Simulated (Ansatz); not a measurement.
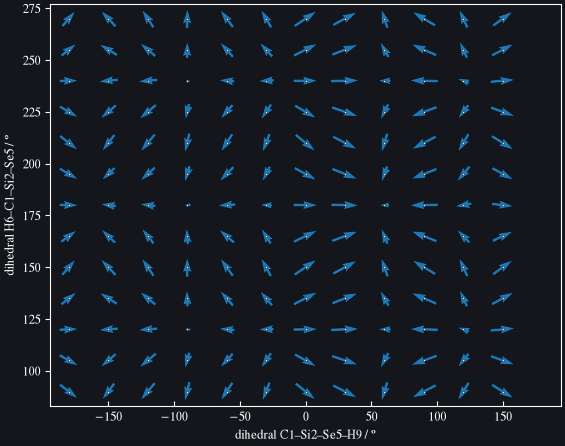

CH4ClFSeSi, SMILES C[Si](F)(Cl)[SeH]. 
- Coordinates scanned: (1) dihedral C1–Si2–Se5–H9; (2) dihedral H6–C1–Si2–Se5.
- Nothing is relaxed (all other coordinates rigid).
- The grid has 12 × 13 points.
- These are results of Ansatz 0.2.0, RHF/def2-SVP, not measurements.

Drawn: dots at the grid points, arrows along the force (downhill), their lengths compressed.

> The arrows alone are given. Where are the wells?

The arrows converge at about dihedral C1–Si2–Se5–H9 = 55°, dihedral H6–C1–Si2–Se5 = 180°; about dihedral C1–Si2–Se5–H9 = −160°, dihedral H6–C1–Si2–Se5 = 181° (2.7 kJ/mol up) (read from the interpolated surface).

The energy map of the same scan:

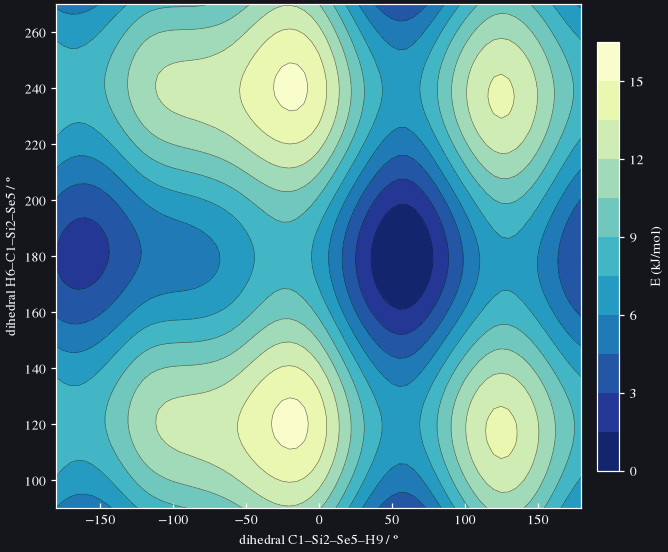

Energies are in kJ/mol, from the lowest grid point; between grid points the surface is interpolated.
